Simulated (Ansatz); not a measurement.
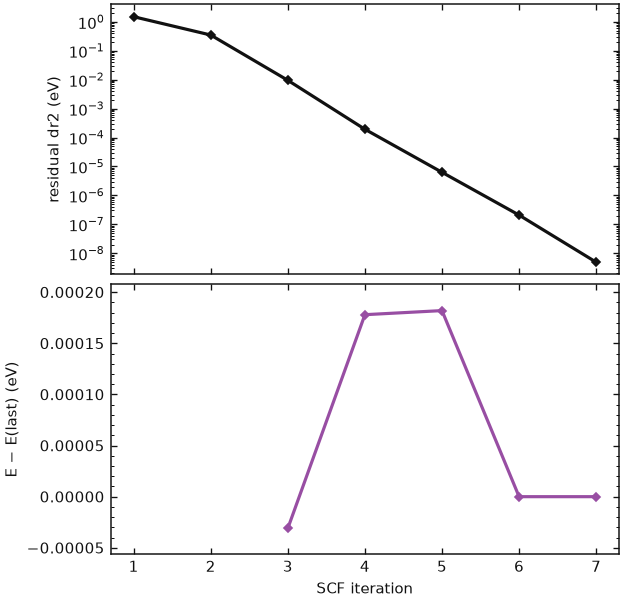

The plot shows the SCF iterations of a calculation: density residual dr2, Harris–Foulkes energy less its last value. The starting density is a sum of atomic densities corrected by a trained network. The first two energies lie far off the scale and aren't drawn.

Ta₃TiSi₈ (12 atoms in the cell, total charge +0.5), run with Ansatz.

```
crystal:
  lattice:
    - [4.8353745532, -0.0019487611, 0.0069754114]
    - [1.1967691962, 4.8137650315, -0.0047221106]
    - [1.2447730465, 1.2098226226, 7.5160396857]
  atoms:
    - { symbol: Ti, position: [0.7507540306, 0.750351173, 0.2504548673] }
    - { symbol: Ta, position: [0.8741319459, 0.8755592398, 0.6252419156] }
    - { symbol: Ta, position: [0.3754781429, 0.3746057377, 0.1246879746] }
    - { symbol: Ta, position: [0.2491937899, 0.2496429032, 0.7494573914] }
    - { symbol: Si, position: [0.39716362, 0.7003658008, 0.7988405405] }
    - { symbol: Si, position: [0.884330723, 0.2056677393, 0.2949832113] }
    - { symbol: Si, position: [0.8571548535, 0.5483605657, 0.9560857063] }
    - { symbol: Si, position: [0.3620052666, 0.0451624704, 0.4502025737] }
    - { symbol: Si, position: [0.7309488673, 0.4254041269, 0.573612425] }
    - { symbol: Si, position: [0.2274903952, 0.922088932, 0.0790559995] }
    - { symbol: Si, position: [0.7706733392, 0.0736641545, 0.9260338007] }
    - { symbol: Si, position: [0.2706750259, 0.5791271568, 0.4213435939] }
basis:
  ecutwfc: 420
kpoints:
  mp_grid: { grid: [8, 8, 6] }
hamiltonian:
  xc: pbe
scf:
  occupations: { method: fermi_dirac, width: 0.15 }
  max_iter: 75
output:
  forces: true
  eigenvalues: true
  stress: true
total_charge: 0.5
```

Run as:
```bash
ansatz run input.yaml --threads 4 --pin off --max-ram 8192MiB --backend cpu --events-out ev --progress --plain --runs-dir out
```

Q: Was self-consistency reached?

A: It converged, after 7 iterations. The residual falls at every step.

Q: Is anything amiss with this input?

A: The input holds a fault (a charge that the system can't hold). The SCF closed all the same, which doesn't make the results meaningful for the real system.
